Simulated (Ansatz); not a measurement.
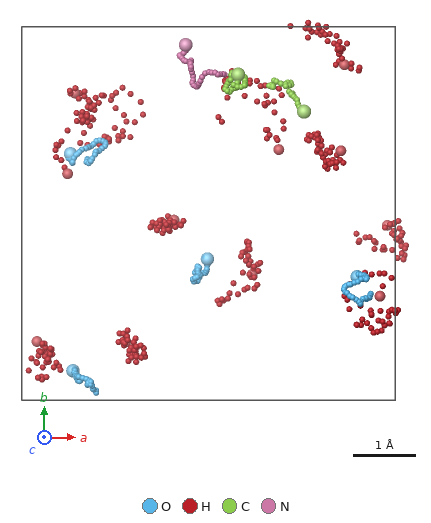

First-principles dynamics of a periodic cell with 4 H2O + 1 CH3CN at 0.825 g/cm³, 150 fs long. Dots mark each atom's position at evenly spaced times, in the colour of its element; spheres stand at the starting positions. Seen along the c axis in the simulation cell.

Computed with Ansatz, DFT PBE-D3(BJ), scalar-relativistic, plane waves, PAW. Settings: plane-wave cutoff 420 eV; k-point mesh 1 × 1 × 1; Fermi-Dirac smearing 0.05 eV; low-accuracy preset; Langevin thermostat (NVT); set temperature 1000 K; time step 0.5 fs; friction 0.02 per fs.

What do the traces tell about the motion?

Root-mean-square distances from the starting positions over the second half, with the common drift of all atoms taken out: H 0.93 Å, N 0.77 Å, C 0.57 Å, O 0.52 Å. The heavy atoms stay within a fraction of a molecule's size of their starting places; so short a run doesn't tell a liquid from a solid. Over the second half the temperature averages 777 K (spread ±118 K). The potential energy in the second half lies on average 68.6 meV per atom above the first frame.

Limits of the set-up: the program's low-accuracy preset was used; the periodic images lie only 6.1 Å apart, so the values are limited by the cell's size.
